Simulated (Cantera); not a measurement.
Feed: 1 mol SiH2Cl2, 0.29 mol NH3, a varied amount of N2, equilibrated at 1800 K and 17.3 Torr.

These are equilibrium values from Cantera (NASA tables, ideal gas, pure condensed phases), not measurements of a reactor. Candidate condensed phases: NH4Cl, Si, Si3N4; 28 gas species. Mutual solubility and eutectic melting of coexisting phases are not modelled. The tables' values for SiCl3, SiCl are old estimates; treat these amounts as uncertain. Rates play no part.

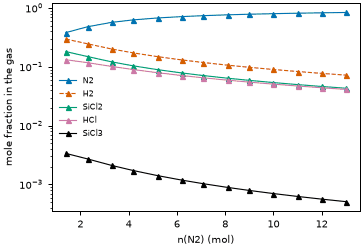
Fig. 1. Equilibrium gas composition (values under 1e-9 drawn at 1e-9)

At 1.4 mol N2 the condensed part is Si(l) + Si3N4(s). From 2.3 mol N2 to 13 mol N2 the condensed part is Si3N4(s). The main Si-bearing gas is SiCl2 throughout. The share of Si in condensed phases is highest at 13 mol N2 (32.2 %) and lowest at 1.4 mol N2 (26.7 %).
